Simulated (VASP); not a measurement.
Band structure of TiN (relaxed from the rock salt structure, space group Fm-3m). All values below come from PBE GGA, VASP's PBE PAW potentials (set 64) (plane waves; VASP).

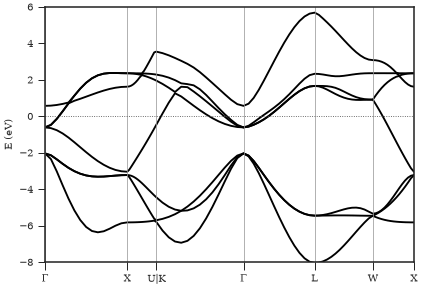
*Bands along high-symmetry lines, zero at the valence-band maximum or, without a gap, the Fermi level*

Problem. Read the plot: is there a gap, and where are the band edges?

Solution. It has no gap at this level: it comes out as a metal or semimetal. (Edges off the drawn lines would not show.)

The structure was generated: TiN was put into the rock salt type (Fm-3m), which need not be its known phase. It was relaxed first, which changed the volume by -38 %. The electron count is odd and the run is not spin-polarised, which forces a metal.
